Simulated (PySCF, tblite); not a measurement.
# C₆H₁₄Si₃: geometry, infrared bands and NMR shifts

What infrared bands and NMR shifts should C₆H₁₄Si₃ (`[SiH3]C1([SiH3])[SiH2]C=C1C1CC1`) show?

Computed with tblite 0.8.0 and PySCF 2.14.0, with density-fitted response routines of our own, on a single molecule in the gas phase. Atoms count from 0, in the outputs and in this text.

## 1. The starting structure

23 atoms, charge 0, multiplicity 1; geometry from: force field or distance geometry start.

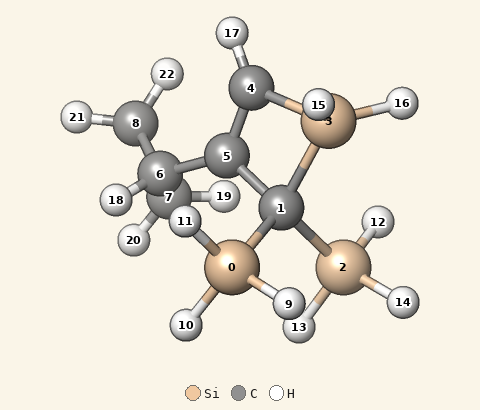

The starting geometry (silicon light orange, carbon grey, hydrogen white), atoms numbered.

## 2. Optimising the geometry with GFN2-xTB

Job settings and geometry (Å):

```
{"job": {"kind": "relax", "xc": "GFN2-xTB", "basis": "xTB"}, "charge": 0, "multiplicity": 1}
Si    -1.812400     1.780000    -0.733600
C     -1.171300     0.101200     0.057300
Si    -1.485300    -1.448700    -1.115800
Si    -1.706500    -0.170100     1.875200
C      0.134800     0.047500     1.920400
C      0.309100     0.194600     0.573700
C      1.642000     0.442800    -0.190800
C      2.354100    -0.638400    -0.958900
C      2.978700    -0.094000     0.282400
H     -3.291000     1.687200    -0.948500
H     -1.156300     2.022600    -2.039200
H     -1.554100     2.933900     0.163700
H     -0.954600    -2.695300    -0.523300
H     -0.858200    -1.223800    -2.447600
H     -2.960600    -1.605800    -1.311300
H     -2.450300     0.942600     2.528900
H     -2.131900    -1.551800     2.238300
H      0.843700     0.049700     2.737300
H      1.671000     1.437800    -0.622400
H      1.969600    -1.653800    -0.912300
H      2.783200    -0.369300    -1.913000
H      3.837100     0.556700     0.177900
H      3.004300    -0.718400     1.171600
```

Run with:

```
$ OMP_NUM_THREADS=1 python probes_run.py task.json out
```

This one command runs all jobs of the session in turn.

**Question.** This job is followed by: GFN2-xTB harmonic vibrations, gas phase; GIAO PBE0/pcSseg-1 NMR shielding, non-relativistic, gas phase. What will the session give for the following? strongest single infrared mode (GFN2-xTB); zero-point energy (GFN2-xTB); 13C shifts against TMS (PBE0/pcSseg-1, means over atoms taken as alike); 1H shifts against TMS (PBE0/pcSseg-1, means over atoms taken as alike); 29Si shifts against TMS (PBE0/pcSseg-1, means over atoms taken as alike).

As calculated:

| quantity | value |
| --- | --- |
| strongest single infrared mode (GFN2-xTB) | 2250 cm⁻¹, 712 km/mol |
| zero-point energy (GFN2-xTB) | 102.3 kcal/mol |
| 13C shifts against TMS (PBE0/pcSseg-1, means over atoms taken as alike) | 187.3, 111.4, 16.6, 16.6, 15.3 ppm |
| 1H shifts against TMS (PBE0/pcSseg-1, means over atoms taken as alike) | 4.94, 4.84, 4.17, 1.32, 1.05, 0.76 ppm |
| 29Si shifts against TMS (PBE0/pcSseg-1, means over atoms taken as alike) | -41.1, -64.6 ppm |

Relaxing lowered the energy by 0.511 eV in 174 steps; the close pair that moved most is C5–C6, from 1.556 to 1.463 Å. No mode is imaginary among the 63: a minimum at this level. The strongest single mode, at 2250 cm⁻¹, is spread over several atoms, H16, H9, H15, H12 among them. GFN2-xTB is a fitted tight-binding method: band positions and strengths are rough. Its intensities can rank the bands wrongly. H17 (hydrogen on an alkene CH) lies farthest downfield among hydrogen, at 4.94 ppm; olefinic region. At PBE0/pcSseg-1: Shielding is most anisotropic at C5 (span 256 ppm, paramagnetic term -263 ppm).
